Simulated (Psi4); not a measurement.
# One shape, several levels: triplet SiF2

Aim: a comparison of 5 runs (U-revPBE/def2-TZVP, UBLYP/def2-TZVP, UPBE/def2-TZVP, USVWN5/def2-TZVP, UTPSS/def2-TZVP) of triplet SiF2. 

The results are computed with Psi4 1.11.

1 further run of the same task is left out (set aside as unsound or not needed).

## (1) The system as given

The species is SiF2 (3 atoms), meant as a triplet with charge 0. SMILES of the parent species: `F[Si]F`. Geometry: relaxed at PBE0-D4/def2-TZVP. That shape belongs to the parent species and isn't relaxed for this state.

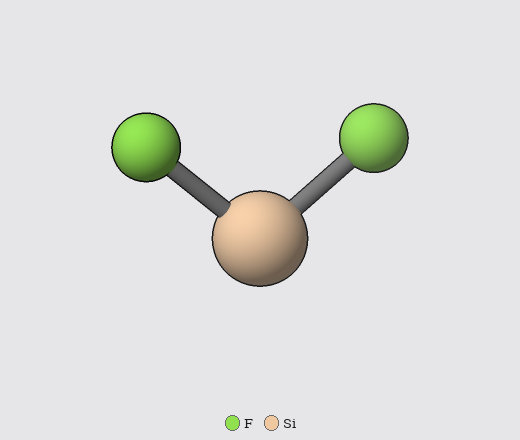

Viewed from a chosen angle; fluorine green, silicon light orange.

## (2) A single-point energy at U-revPBE/def2-TZVP (run 1)

job.dat reads:

```
memory 1600 mb

molecule molecule1 {
  0 3
  F      0.166300     1.246800     0.229400
  Si    -0.594900    -0.046400    -0.330100
  F      0.428600    -1.200400     0.100700
  symmetry c1
  no_reorient
  no_com
}

set basis def2-TZVP
set reference uks
set puream true
set e_convergence 1e-09
set d_convergence 1e-08
set scf_type pk
set dft_radial_points 99
set dft_spherical_points 590
set maxiter 200

result, w = energy("revpbe", return_wfn=True)
oeprop(w, "LOWDIN_CHARGES", "DIPOLE", "MAYER_INDICES")
```

Launch:

```console
$ psi4 -n 1 job.dat job.out
```

job.out:

```text
[...]
  Running in c1 symmetry.
[...]
  Nuclear repulsion =  100.658413605206448
[...]
  Multiplicity = 3
[...]
  Nalpha       = 17
  Nbeta        = 15
[...]
    Number of basis functions: 99
[...]
   @UKS iter   1:  -489.02019944564501   -2.32356e-01   6.24895e-03 ADIIS/DIIS
[...]
   @UKS iter  11:  -489.13025767410767   -6.53699e-12   4.31589e-09 DIIS
[...]
   @S^2 Observed:                2.001625390E+00
[...]
  @UKS Final Energy:  -489.13025767410767
   => Energetics <=
    Nuclear Repulsion Energy =            100.6584136052064480
    One-Electron Energy =                -880.0039052916206401
    Two-Electron Energy =                 331.9838506559418647
    DFT Exchange-Correlation Energy =     -41.7686166436353190
    Empirical Dispersion Energy =           0.0000000000000000
    VV10 Nonlocal Energy =                  0.0000000000000000
    Total Energy =                       -489.1302576741076678
[...]
 Multipole Moments:
 ------------------------------------------------------------------------------------
     Multipole            Electronic (a.u.)      Nuclear  (a.u.)        Total (a.u.)
 ------------------------------------------------------------------------------------
 L = 1.  Multiply by 2.5417464519 to convert [e a0] to [Debye]
 Dipole X            :          5.0743529           -5.6209904           -0.5466375
 Dipole Y            :          0.3957900           -0.4384165           -0.0426264
 Dipole Z            :          2.8156741           -3.1189930           -0.3033189
 Magnitude           :                                                    0.6266035
[...]
```

It took 12 s on 1 thread of Intel Xeon Platinum 8223CL at 3.00GHz (Skylake/Cascade Lake), shared host; peak memory 0.79 GiB.

## (3) Energy and forces at UBLYP/def2-TZVP (run 2)

input.dat reads:

```
memory 1600 mb

molecule mol {
  0 3
  F
  Si 1 r2
  F 2 r3 1 a3

  r2 = 1.601509
  r3 = 1.601517
  a3 = 100.60967
  symmetry c1
  no_reorient
  no_com
}

set globals {
  basis def2-TZVP
  reference uks
  puream true
  e_convergence 1e-09
  d_convergence 1e-08
  scf_type pk
  dft_radial_points 99
  dft_spherical_points 590
  maxiter 200
}

E, wfn = gradient('blyp', return_wfn=True)
print_variables()
```

Launch:

```console
$ psi4 input.dat output.dat -n 1
```

output.dat:

```text
[...]
  Running in c1 symmetry.
[...]
  Nuclear repulsion =  100.658423604419227
[...]
  Multiplicity = 3
[...]
  Nalpha       = 17
  Nbeta        = 15
[...]
    Number of basis functions: 99
[...]
   @UKS iter   1:  -489.12177647310966   -2.06597e-01   6.76990e-03 ADIIS/DIIS
[...]
   @UKS iter  11:  -489.24924285098075   -2.55795e-12   4.68184e-09 DIIS
[...]
   @S^2 Observed:                2.001231736E+00
[...]
  @UKS Final Energy:  -489.24924285098075
   => Energetics <=
    Nuclear Repulsion Energy =            100.6584236044192266
    One-Electron Energy =                -880.0307191577643380
    Two-Electron Energy =                 332.0127800251725034
    DFT Exchange-Correlation Energy =     -41.8897273228081559
    Empirical Dispersion Energy =           0.0000000000000000
    VV10 Nonlocal Energy =                  0.0000000000000000
    Total Energy =                       -489.2492428509807496
[...]
  -Total Gradient:
     Atom            X                  Y                   Z
    ------   -----------------  -----------------  -----------------
       1        0.014350761715    -0.018485455152     0.000000000000
       2        0.001303519932     0.001086970302    -0.000000000000
       3       -0.015522392814     0.017507934357    -0.000000000000
[...]
```

Run time: 19 s. Hardware: 1 thread of Intel Xeon Platinum 8223CL at 3.00GHz (Skylake/Cascade Lake), shared host; peak memory 0.79 GiB.

## (4) Energy and forces at UPBE/def2-TZVP (run 3)

f2si.dat reads:

```
memory 1600 MB

molecule system {
  0 3
  F      0.31426145     2.35611053     0.43350317
  Si    -1.12419807    -0.08768329    -0.62379859
  F      0.80993662    -2.26842724     0.19029542
  units bohr
  symmetry c1
}

set globals {
  basis                def2-TZVP
  reference            uks
  puream               true
  e_convergence        1e-09
  d_convergence        1e-08
  scf_type             pk
  dft_radial_points    99
  dft_spherical_points 590
  maxiter              200
}

E, wfn = gradient("pbe", return_wfn=True)
oeprop(wfn, "MAYER_INDICES", "DIPOLE", "QUADRUPOLE")
```

Launch:

```console
$ psi4 -n 1 f2si.dat f2si.out
```

f2si.out:

```text
[...]
  Running in c1 symmetry.
[...]
  Nuclear repulsion =  100.658413757844158
[...]
  Multiplicity = 3
[...]
  Nalpha       = 17
  Nbeta        = 15
[...]
    Number of basis functions: 99
[...]
   @UKS iter   1:  -488.81368727456385   -2.26989e-01   6.26926e-03 DIIS/ADIIS
[...]
   @UKS iter  11:  -488.92448283165754   -4.66116e-12   3.88534e-09 DIIS
[...]
   @S^2 Observed:                2.001370794E+00
[...]
  @UKS Final Energy:  -488.92448283165754
   => Energetics <=
    Nuclear Repulsion Energy =            100.6584137578441585
    One-Electron Energy =                -879.9732902948669562
    Two-Electron Energy =                 331.9402722643907850
    DFT Exchange-Correlation Energy =     -41.5498785590255650
    Empirical Dispersion Energy =           0.0000000000000000
    VV10 Nonlocal Energy =                  0.0000000000000000
    Total Energy =                       -488.9244828316575422
[...]
  -Total Gradient:
     Atom            X                  Y                   Z
    ------   -----------------  -----------------  -----------------
       1        0.003086178860    -0.019757660512     0.000000000000
       2       -0.003272626374    -0.000220537014     0.000000000000
       3        0.000365315215     0.019990433567     0.000000000000
[...]
```

It took 21 s on 1 thread of Intel Xeon Platinum 8223CL at 3.00GHz (Skylake/Cascade Lake), shared host; peak memory 0.79 GiB.

Run 4 isn't shown in full; the table further down has it.

## (5) The energy at UTPSS/def2-TZVP (run 5)

f2si.py reads:

```python
import psi4

psi4.set_memory('1600 MB')
psi4.set_num_threads(1)
psi4.set_output_file('f2si.out', False)

geom = psi4.geometry("""
0 3
F      0.166300     1.246800     0.229400
Si    -0.594900    -0.046400    -0.330100
F      0.428600    -1.200400     0.100700
units angstrom
symmetry c1
no_reorient
no_com
""")

options = {'basis': 'def2-TZVP', 'reference': 'uks', 'puream': True, 'e_convergence': 1e-09, 'd_convergence': 1e-08, 'scf_type': 'pk', 'dft_radial_points': 99, 'dft_spherical_points': 590, 'maxiter': 200}
psi4.set_options(options)

E, wfn = psi4.energy("tpss", return_wfn=True)
psi4.oeprop(wfn, "WIBERG_LOWDIN_INDICES", "MULLIKEN_CHARGES", "QUADRUPOLE", title="TPSS")
print('E =', round(E, 9))
for k, v in sorted(psi4.core.scalar_variables().items()):
    print(f'{k:45s} {v:18.10f}')
```

Launch:

```console
$ python f2si.py
```

f2si.out:

```text
[...]
  Running in c1 symmetry.
[...]
  Nuclear repulsion =  100.658413605206448
[...]
  Multiplicity = 3
[...]
  Nalpha       = 17
  Nbeta        = 15
[...]
    Number of basis functions: 99
[...]
   @UKS iter   1:  -489.17940552504314   -2.48779e-01   6.30640e-03 DIIS/ADIIS
[...]
   @UKS iter  11:  -489.29120415772911   -5.45697e-12   5.11591e-09 DIIS
[...]
   @S^2 Observed:                2.001537853E+00
[...]
  @UKS Final Energy:  -489.29120415772911
   => Energetics <=
    Nuclear Repulsion Energy =            100.6584136052064480
    One-Electron Energy =                -880.1000919432724459
    Two-Electron Energy =                 332.0956472022772346
    DFT Exchange-Correlation Energy =     -41.9451730219403061
    Empirical Dispersion Energy =           0.0000000000000000
    VV10 Nonlocal Energy =                  0.0000000000000000
    Total Energy =                       -489.2912041577291120
[...]
 Multipole Moments:
 ------------------------------------------------------------------------------------
     Multipole            Electronic (a.u.)      Nuclear  (a.u.)        Total (a.u.)
 ------------------------------------------------------------------------------------
 L = 1.  Multiply by 2.5417464519 to convert [e a0] to [Debye]
 Dipole X            :          5.0591453           -5.6209904           -0.5618451
 Dipole Y            :          0.3946039           -0.4384165           -0.0438125
 Dipole Z            :          2.8072356           -3.1189930           -0.3117574
 Magnitude           :                                                    0.6440358
 L = 2.  Multiply by 1.3450342976 to convert [e a0^2] to [Debye ang]
 Quadrupole XX       :        -40.2301770           24.4863165          -15.7438604
 Quadrupole XY       :          8.6646378           -8.4916006            0.1730372
[...]
```

Standard output:

```text
E = -489.291204158
CURRENT ENERGY                                   -489.2912041577
CURRENT REFERENCE ENERGY                         -489.2912041577
DD SOLVATION ENERGY                                 0.0000000000
DFT FUNCTIONAL TOTAL ENERGY                      -489.2912041577
DFT TOTAL ENERGY                                 -489.2912041577
DFT VV10 ENERGY                                     0.0000000000
DFT XC ENERGY                                     -41.9451730219
GRID ELECTRONS ALPHA                               16.9999993481
GRID ELECTRONS BETA                                14.9999993218
GRID ELECTRONS TOTAL                               31.9999986699
NUCLEAR REPULSION ENERGY                          100.6584136052
ONE-ELECTRON ENERGY                              -880.1000919433
PCM POLARIZATION ENERGY                             0.0000000000
PE ENERGY                                           0.0000000000
SCF ITERATION ENERGY                             -489.2912041577
SCF ITERATIONS                                     11.0000000000
SCF TOTAL ENERGY                                 -489.2912041577
TWO-ELECTRON ENERGY                               332.0956472023
XC GRID RADIAL POINTS                              99.0000000000
XC GRID SPHERICAL POINTS                          590.0000000000
XC GRID TOTAL POINTS                           169136.0000000000
```

Wall time 33 s (1 thread of Intel Xeon Platinum 8223CL at 3.00GHz (Skylake/Cascade Lake), shared host); peak memory 0.73 GiB.

## (6) Overview of the runs

| run | level | task | energy (Eh) | dipole moment (D) | HOMO energy (eV) | ⟨S²⟩ | wall time |
| --- | --- | --- | --- | --- | --- | --- | --- |
| 1 | U-revPBE/def2-TZVP | energy | -489.130258 | 1.59 | -4.03 | 2.002 | 12 s |
| 2 | UBLYP/def2-TZVP | gradient | -489.249243 | 1.67 | -3.80 | 2.001 | 19 s |
| 3 | UPBE/def2-TZVP | gradient | -488.924483 | 1.60 | -4.04 | 2.001 | 21 s |
| 4 | USVWN5/def2-TZVP | gradient | -486.846018 | 1.67 | -4.03 | 2.001 | 15 s |
| 5 | UTPSS/def2-TZVP | energy | -489.291204 | 1.64 | -4.18 | 2.002 | 33 s |

## (7) What came out

| quantity | value |
| --- | --- |
| run 5: total energy | -489.29120 Eh |
| run 5: dipole moment | 1.64 D |
| run 5: HOMO energy (highest over α and β) | -4.18 eV |
| run 5: ⟨S²⟩ | 2.002 |

What this shows: The dipole moment (its size) runs from 1.59 D (U-revPBE/def2-TZVP) to 1.67 D (USVWN5/def2-TZVP). Totals of different functionals can't be ranked against each other. All runs together took 1.7 min, the longest 33 s.
